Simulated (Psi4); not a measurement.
**BSiH3 (SMILES B[SiH]): levels of theory compared**

We compute a comparison of 3 runs (UHF/3-21G, UHF/def2-SVP, UMP3/aug-cc-pVDZ) of BSiH3. 

Program for the calculation: Psi4 1.11.

1 further run of the same task is left out (set aside as unsound or not needed).

## 1. The molecule

BSiH3 has 5 atoms, charge 0, and is taken as a triplet. As SMILES, `B[SiH]`. The shape is that of a GFN2-xTB optimisation.

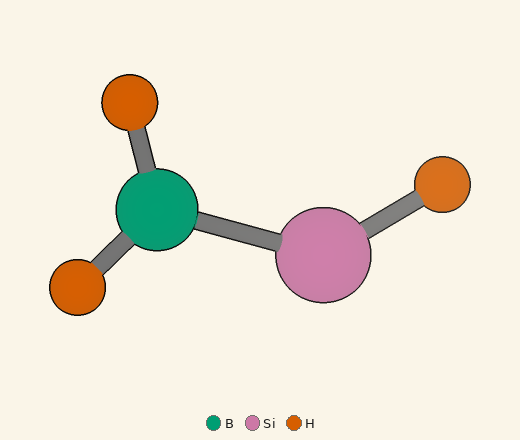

Viewed from a chosen angle; boron teal, silicon pink, hydrogen orange.

## 2. Energy and forces at UHF/3-21G (run 1)

File bh3si.xyz:

```xyz
5
BH3Si
B     -0.206730    -0.708170     0.126670
Si     0.760780     0.829450    -0.350440
H     -1.303690    -0.620750     0.549520
H      0.263590    -1.779740     0.010050
H      0.486040     2.279200    -0.335800
```

File calc.py:

```python
import psi4

psi4.set_memory(1600000000)
psi4.set_num_threads(1)
psi4.core.set_output_file('output.dat', False)

with open('bh3si.xyz') as f:
    atoms = ''.join(f.readlines()[2:])
m = psi4.geometry('0 3\n' + atoms + 'symmetry c1\nno_reorient\nno_com')

psi4.set_options({
    'reference': 'uhf',
    'puream': True,
    'e_convergence': 1e-09,
    'd_convergence': 1e-08,
    'scf_type': 'pk',
    'maxiter': 200,
})

energy_value, wavefunction = psi4.gradient("hf/3-21G", molecule=m, return_wfn=True)
psi4.oeprop(wavefunction, "DIPOLE", "WIBERG_LOWDIN_INDICES", "MULLIKEN_CHARGES")
print('gradient / Eh bohr^-1')
print(energy_value.np.round(6))
print(f'energy = {wavefunction.energy():.10f} Eh')
```

The run is started by

```console
$ python calc.py
```

output.dat:

```text
[...]
  Running in c1 symmetry.
[...]
  Nuclear repulsion =   36.160537721189336
[...]
  Multiplicity = 3
[...]
  Nalpha       = 12
  Nbeta        = 10
[...]
    Number of basis functions: 28
[...]
   @UHF iter   1:  -313.55942864142548   -7.75121e-01   5.12512e-03 ADIIS/DIIS
[...]
   @UHF iter  14:  -313.59307839942954   -9.66338e-13   7.09527e-09 DIIS
[...]
   @S^2 Observed:                2.007307365E+00
[...]
  @UHF Final Energy:  -313.59307839942954
   => Energetics <=
    Nuclear Repulsion Energy =             36.1605377211893355
    One-Electron Energy =                -505.0987989721838858
    Two-Electron Energy =                 155.3451828515650277
    Total Energy =                       -313.5930783994295439
  UHF NO Occupations:
  HONO-2 :   10  A 1.9969757
  HONO-1 :   11  A 1.0000000
[...]
  -Total Gradient:
     Atom            X                  Y                   Z
    ------   -----------------  -----------------  -----------------
       1        0.021964447016     0.019292172350    -0.009715539815
       2       -0.030212407883    -0.020902273573     0.013138228995
       3        0.005293601786     0.000861706746    -0.002169728905
       4       -0.003865535663     0.003716543097     0.001230015156
       5        0.006819894746    -0.002968148619    -0.002482975430
[...]
 Multipole Moments:
 ------------------------------------------------------------------------------------
     Multipole            Electronic (a.u.)      Nuclear  (a.u.)        Total (a.u.)
 ------------------------------------------------------------------------------------
 L = 1.  Multiply by 2.5417464519 to convert [e a0] to [Debye]
 Dipole X            :        -17.0982310           17.1269847            0.0287537
 Dipole Y            :        -14.9135105           15.0236251            0.1101145
 Dipole Z            :          7.6337136           -7.6515767           -0.0178631
 Magnitude           :                                                    0.1152002
[...]
  Mulliken Charges: (a.u.)
   Center  Symbol    Alpha    Beta     Spin     Total
       1     B     2.71860  2.58449  0.13410 -0.30309
       2    SI     7.75306  5.82138  1.93168  0.42556
       3     H     0.50473  0.48897  0.01577  0.00630
       4     H     0.47995  0.50960 -0.02964  0.01045
       5     H     0.54366  0.59556 -0.05191 -0.13922
   Total alpha = 12.00000, Total beta = 10.00000, Total charge = -0.00000
  Wiberg Bond Indices using Orthogonal Lowdin Orbitals:
  Total Bond Index:
[...]
```

Standard output:

```text
gradient / Eh bohr^-1
[[ 0.021964  0.019292 -0.009716]
 [-0.030212 -0.020902  0.013138]
 [ 0.005294  0.000862 -0.00217 ]
 [-0.003866  0.003717  0.00123 ]
 [ 0.00682  -0.002968 -0.002483]]
energy = -313.5930783994 Eh
```

Run time: 1.3 s. Hardware: 1 thread of Intel Xeon 6975P-C (Granite Rapids), shared host; peak memory 0.18 GiB.

## 3. Energy and forces at UHF/def2-SVP (run 2)

File bh3si.inp:

```
memory 1600 mb

molecule mol {
  0 3
  B     -0.206730    -0.708170     0.126670
  Si     0.760780     0.829450    -0.350440
  H     -1.303690    -0.620750     0.549520
  H      0.263590    -1.779740     0.010050
  H      0.486040     2.279200    -0.335800
  symmetry c1
  no_reorient
  no_com
}

set {
  basis         def2-SVP
  reference     uhf
  puream        true
  e_convergence 1e-09
  d_convergence 1e-08
  scf_type      pk
  maxiter       200
}

energy_value, wavefunction = gradient("hf", return_wfn=True)
oeprop(wavefunction, "LOWDIN_CHARGES", "MAYER_INDICES", "WIBERG_LOWDIN_INDICES")
```

The run is started by

```console
$ psi4 -n 1 bh3si.inp bh3si.out
```

bh3si.out:

```text
[...]
  Running in c1 symmetry.
[...]
  Nuclear repulsion =   36.160537721189336
[...]
  Multiplicity = 3
[...]
  Nalpha       = 12
  Nbeta        = 10
[...]
    Number of basis functions: 47
[...]
   @UHF iter   1:  -315.09732715612597   -7.40872e-01   4.15240e-03 DIIS/ADIIS
[...]
   @UHF iter  14:  -315.15210109073575   -1.42109e-12   4.50339e-09 DIIS
[...]
   @S^2 Observed:                2.009083220E+00
[...]
  @UHF Final Energy:  -315.15210109073575
   => Energetics <=
    Nuclear Repulsion Energy =             36.1605377211893355
    One-Electron Energy =                -506.8890580557450676
    Two-Electron Energy =                 155.5764192438199700
    Total Energy =                       -315.1521010907357550
  UHF NO Occupations:
  HONO-2 :   10  A 1.9959257
  HONO-1 :   11  A 1.0000000
[...]
 Multipole Moments:
 ------------------------------------------------------------------------------------
     Multipole            Electronic (a.u.)      Nuclear  (a.u.)        Total (a.u.)
 ------------------------------------------------------------------------------------
 L = 1.  Multiply by 2.5417464519 to convert [e a0] to [Debye]
 Dipole X            :        -17.1039230           17.1269847            0.0230617
 Dipole Y            :        -14.8578977           15.0236251            0.1657274
 Dipole Z            :          7.6323492           -7.6515767           -0.0192274
 Magnitude           :                                                    0.1684254
[...]
  -Total Gradient:
     Atom            X                  Y                   Z
    ------   -----------------  -----------------  -----------------
       1        0.018708264826     0.011945612963    -0.007982292585
       2       -0.030101227973    -0.020461388638     0.013067525602
       3        0.010686628911     0.000334340542    -0.004241910533
       4       -0.006590688999     0.008960386851     0.001966956483
       5        0.007297023234    -0.000778951716    -0.002810278965
[...]
```

It took 2.1 s on 1 thread of Intel Xeon 6975P-C (Granite Rapids), shared host; peak memory 0.2 GiB.

## 4. A single-point energy at UMP3/aug-cc-pVDZ (density fitting for correlation) (run 3)

bh3si.xyz is that of step 2.

File run_ase.py:

```python
import numpy as np
from ase.calculators.psi4 import Psi4
from ase.io import read

atoms = read('bh3si.xyz')
calc = Psi4(atoms=atoms, method='mp3', basis='aug-cc-pVDZ', memory='1600MB', num_threads=1, charge=0, multiplicity=3, label='psi4-calc', reference='uhf')
calc.psi4.set_options({'scf_type': 'direct', 'freeze_core': True, 'mp_type': 'df', 'df_scf_guess': False})
atoms.calc = calc

print(f'energy: {atoms.get_potential_energy():.6f} eV')
```

The run is started by

```console
$ python run_ase.py
```

psi4-calc.dat:

```text
[...]
  Running in c1 symmetry.
[...]
  Nuclear repulsion =   36.160537721189336
[...]
  Multiplicity = 3
[...]
  Nalpha       = 12
  Nbeta        = 10
[...]
    Number of basis functions: 77
[...]
   @UHF iter   1:  -315.19553814983067   -7.71537e-01   3.04604e-03 ADIIS/DIIS
[...]
   @UHF iter  13:  -315.26692711801229   -1.24487e-11   9.32471e-09 DIIS
[...]
   @S^2 Observed:                2.010000328E+00
[...]
    Orbital Energies [Eh]
    ---------------------
    Alpha Occupied:
       1A    -68.790428     2A     -7.612574     3A     -6.144121
       4A     -4.253435     5A     -4.253248     6A     -4.243752
       7A     -0.774462     8A     -0.645058     9A     -0.513296
      10A     -0.471830    11A     -0.340951    12A     -0.322471
    Alpha Virtual:
      13A      0.042432    14A      0.044693    15A      0.046328
      16A      0.053052    17A      0.070168    18A      0.073848
      19A      0.082836    20A      0.106040    21A      0.113069
      22A      0.113223    23A      0.140599    24A      0.157596
      25A      0.182339    26A      0.186998    27A      0.201407
[...]
  @UHF Final Energy:  -315.26692711801229
   => Energetics <=
    Nuclear Repulsion Energy =             36.1605377211893355
    One-Electron Energy =                -507.0157255114923487
    Two-Electron Energy =                 155.5882606722906871
    Total Energy =                       -315.2669271180123474
  UHF NO Occupations:
  HONO-2 :   10  A 1.9957770
  HONO-1 :   11  A 1.0000000
[...]
 Multipole Moments:
 ------------------------------------------------------------------------------------
     Multipole            Electronic (a.u.)      Nuclear  (a.u.)        Total (a.u.)
 ------------------------------------------------------------------------------------
 L = 1.  Multiply by 2.5417464519 to convert [e a0] to [Debye]
 Dipole X            :          1.1465367           -1.1315862            0.0149506
 Dipole Y            :          0.3211951           -0.1045807            0.2166143
 Dipole Z            :         -0.4670746            0.4477001           -0.0193745
 Magnitude           :                                                    0.2179923
[...]
	DF-SCS-MP2 Total Energy (a.u.)     :  -315.42969737881435
	DF-SOS-MP2 Total Energy (a.u.)     :  -315.43254060430127
	DF-SCS(N)-MP2 Total Energy (a.u.)  :  -315.31917944187251
[...]
	DF-MP2 Total Energy (a.u.)         :  -315.42401092784047
[...]
	DF-MP3 Total Energy (a.u.)         :  -315.45412684721299
[...]
```

On the terminal:

```text
energy: -8583.944019 eV
```

It took 12 s on 1 thread of Intel Xeon 6975P-C (Granite Rapids), shared host; peak memory 0.26 GiB.

## 5. Overview of the runs

```csv
run,level,task,integrals,energy (Eh),dipole moment (D),HOMO energy (eV),LUMO energy (eV),wall time
1,UHF/3-21G,gradient,pk,-313.593078,0.29,-8.80,0.45,1.3 s
2,UHF/def2-SVP,gradient,pk,-315.152101,0.43,-8.78,0.57,2.1 s
3,UMP3/aug-cc-pVDZ (density fitting for correlation),energy,direct,-315.454127,–,-8.77,0.17,12 s
```

## 6. Summary of results

| quantity | value |
| --- | --- |
| run 3: total energy | -315.45413 Eh |
| run 3: HOMO energy (Hartree–Fock orbitals) (highest over α and β) | -8.77 eV |
| run 3: LUMO energy (Hartree–Fock orbitals) (lowest over α and β) | 0.17 eV |
| run 3: correlation energy (6 core orbitals frozen) | -187.2 mEh |
| run 3: ⟨S²⟩ of the reference determinant | 2.010 |

All runs together took 16 s, the longest 12 s.
